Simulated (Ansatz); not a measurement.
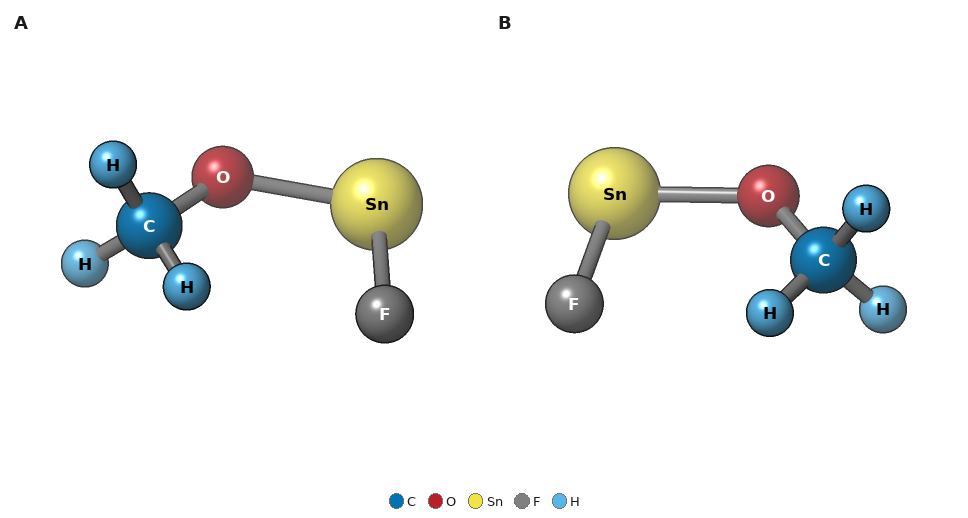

Depth is shown by fading: the farther an atom, the more it takes the colour of the background. Computed geometry: PBE0-D4/def2-TZVP optimisation.

**Are A and B the same structure? If not, how do they differ?**

Yes. They are the same structure, CH3FOSn (C[O][Sn][F]), seen from two directions. With point group Cs it is achiral, so its mirror image would be the same too.
